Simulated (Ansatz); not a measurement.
## Electronic structure of BrHSi2 in real space

```yaml
atoms:
  - { symbol: Br, position_ang: [1.0333, 0.1235, 1.3771] }
  - { symbol: Si, position_ang: [-0.4062, 0.9286, -0.5242] }
  - { symbol: Si, position_ang: [1.5011, -0.2334, -1.0701] }
  - { symbol: H, position_ang: [-0.1554, -0.7138, -0.9936] }
```

Geometry: B3LYP-D3(BJ)/def2-SVP.

Theory: Ansatz, isolated molecule in a Gaussian basis; Kohn-Sham density functional theory, functional PBE0.

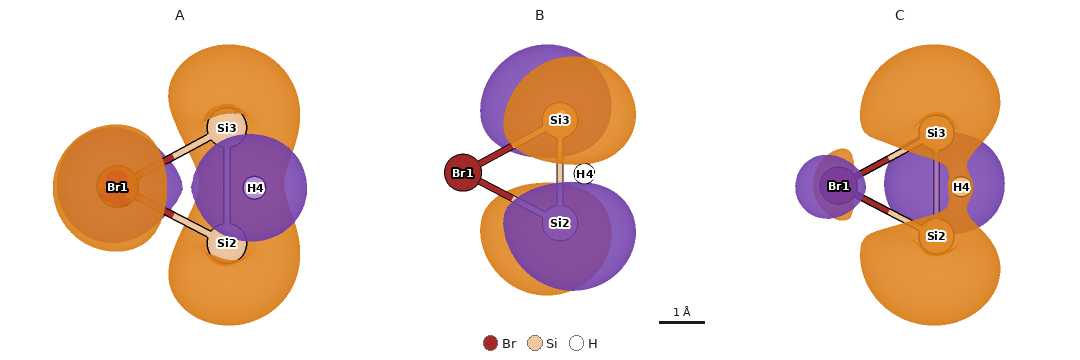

Figure 1. Three frontier orbitals at ±0.08 Å⁻³ᐟ² (orange and purple are the two phases), in no order.

Which picture is the HOMO−1, the HOMO and the LUMO?

Answer. A is the HOMO−1 (−8.01 eV). By Hirshfeld shares it lies mainly on Br1 (about 35 %), Si2 (about 25 %), Si3 (about 25 %) and H4 (about 10 %). C is the HOMO (−6.11 eV). It lies mainly on Si2 (about 45 %), Si3 (about 45 %) and Br1 (about 5 %). B is the LUMO (−2.22 eV). By Hirshfeld shares it lies mainly on Si2 (about 45 %) and Si3 (about 45 %); π-antibonding (π*) across Si2–Si3.

What is the HOMO–LUMO gap?

Answer. 3.89 eV between the orbital energies.

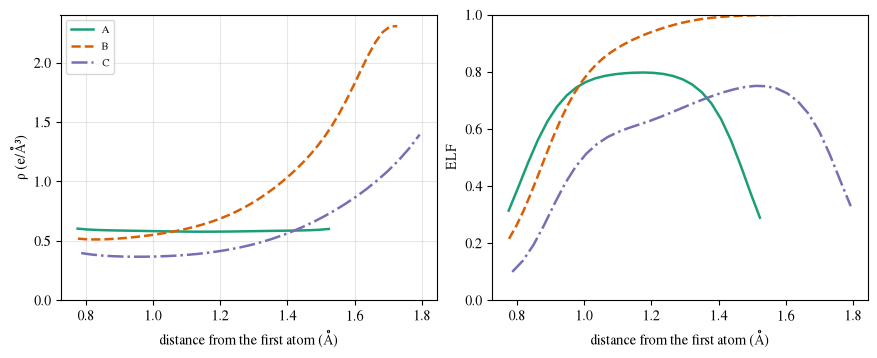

Figure 2. Total electron density and electron localisation function along straight lines between neighbouring atoms. The curves leave out the atomic cores.

Which curve belongs to which contact (Si–Br, Si–H and Si–Si)? The first atom named is at distance zero.

Answer. Curve A: Si–Si (2.30 Å): the density is about 0.58 e/Å³ at the midpoint; the ELF peaks at about 0.80 between the atoms (a shared electron pair). Curve B: Si–H (1.73 Å): ρ is about 0.51 e/Å³ halfway; the ELF climbs to about 1 towards the hydrogen, as it does in any bond to H. Curve C: Si–Br (2.52 Å): ρ is about 0.44 e/Å³ halfway, with its minimum of 0.37 e/Å³ about 0.9 Å from Si; the ELF peaks at about 0.75 between the atoms, as expected for a shared but strongly polarised pair.

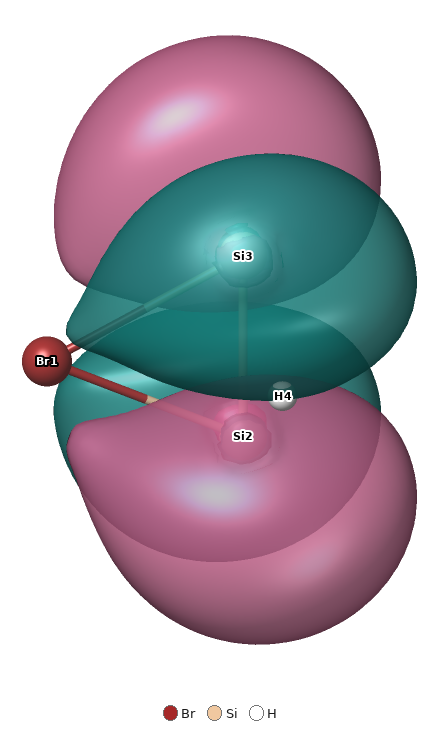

Figure 3. One frontier orbital at ±0.05 Å⁻³ᐟ² (teal and pink are the two phases), seen at a tilt.

Which orbital is it: HOMO or LUMO?

Answer. The LUMO, at −2.22 eV. Its weight (Hirshfeld) is mainly on Si2 (about 45 %) and Si3 (about 45 %); π-antibonding (π*) across Si2–Si3.
